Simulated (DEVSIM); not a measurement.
Device: isotype n-n heterojunction Al0.15Ga0.85As/GaAs, at 250 K.

```csv
layer (left to right),material,thickness (μm),Nd (cm⁻³),τn (s),τp (s)
1,Al0.15Ga0.85As,0.570,2.4e16,1.1e-9,1.1e-9
2,GaAs,0.160,2.2e16,1.1e-9,1.1e-9
```

Left contact: ohmic. Right contact: ohmic. Voltage is applied to the left contact. Recombination: SRH at mid-gap. Mobility is constant in doping.

Constants are typed, rounded textbook-type inputs, not results; the design itself was drawn at random and stands for no fabricated device. Values at 300 K; Nc and Nv go as T^1.5, mobilities as T to minus their exponent, the gap by Varshni's rule with the affinity fixed.

| parameter | Al0.15Ga0.85As | GaAs |
|---|---|---|
| gap (eV) | 1.611 | 1.424 |
| affinity (eV) | 3.9515 | 4.07 |
| permittivity | 12.47 | 12.9 |
| Nc (cm⁻³) | 5.6e17 | 4.7e17 |
| Nv (cm⁻³) | 9e18 | 9e18 |
| μn (cm²/Vs) | 5695 | 8500 |
| μp (cm²/Vs) | 282 | 400 |
| T exponent of μn | 2.1 | 2.1 |
| T exponent of μp | 2.2 | 2.2 |
| Varshni α (eV/K) | 0.000541 | 0.000541 |
| Varshni β (K) | 204 | 204 |

DEVSIM, 1D drift-diffusion, Boltzmann statistics, complete ionisation; no tunnelling, impact ionisation, image-force lowering or self-heating. Band offsets follow the typed affinities; no thermionic-emission limit at abrupt steps, no polarisation charge.

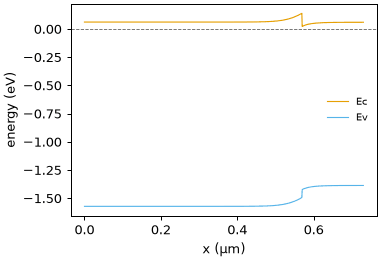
*Band edges at zero bias*

Energies count from the Fermi level of the right contact; mesh points crowd at the junctions.

```csv
x (μm),Ec (eV),Ev (eV),n (cm⁻³),p (cm⁻³),field (V/cm)
0.000,0.062,-1.571,2.4e16,< 1e2,≈ 0
0.004033,0.062,-1.571,2.4e16,< 1e2,≈ 0
0.01206,0.062,-1.571,2.4e16,< 1e2,≈ 0
0.02605,0.062,-1.571,2.4e16,< 1e2,≈ 0
0.06412,0.062,-1.571,2.4e16,< 1e2,≈ 0
0.1262,0.062,-1.571,2.4e16,< 1e2,≈ 0
0.2345,0.062,-1.571,2.4e16,< 1e2,≈ 0
0.4161,0.062,-1.571,2.4e16,< 1e2,120
0.4913,0.068,-1.565,1.8e16,< 1e2,2300
0.5291,0.085,-1.548,8.1e15,< 1e2,8000
0.5498,0.108,-1.526,2.9e15,< 1e2,14000
0.5641,0.130,-1.503,1.0e15,< 1e2,18000
0.5690,0.140,-1.494,6.5e14,< 1e2,20000
0.5724,0.027,-1.419,1.0e17,< 1e2,16000
0.5817,0.039,-1.407,5.8e16,< 1e2,9500
0.5947,0.048,-1.398,3.8e16,< 1e2,5000
0.6179,0.055,-1.391,2.7e16,< 1e2,1800
0.6592,0.059,-1.387,2.3e16,< 1e2,370
0.6999,0.060,-1.386,2.2e16,< 1e2,85
0.7153,0.060,-1.386,2.2e16,< 1e2,57
0.7244,0.060,-1.386,2.2e16,< 1e2,51
0.7300,0.060,-1.386,2.2e16,< 1e2,49
```
